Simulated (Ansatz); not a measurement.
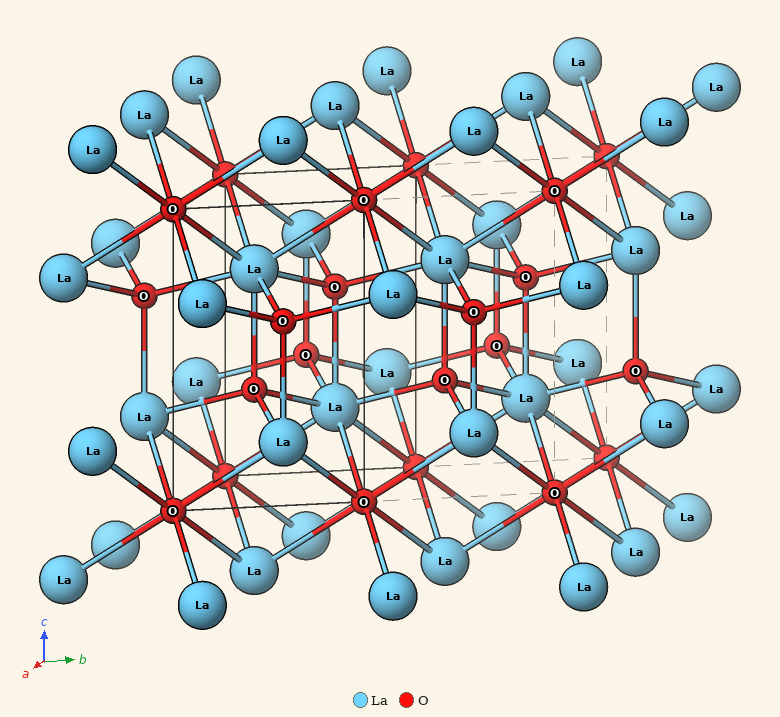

The compound is La₂O₃ (space group P-3m1, No. 164), taken as the input geometry of an electronic-structure calculation (not necessarily at equilibrium).

Bonds are taken as La–O below 3.1 Å. Simplification: prune 0- and 1-connected atoms, fold 2-connected ones into links.

What kind of net remains, and which atoms are its nodes?

Answer. A trinodal (4,6,7)-connected, three-periodic net: O(2d) is a 4-connected node; O(1a) is a 6-connected node; La is a 7-connected node, in the ratio 2:1:2.

Is the net interpenetrated?

Answer. It is a single net, without interpenetration.

How many nodes does the smallest cycle have?

Answer. Four.
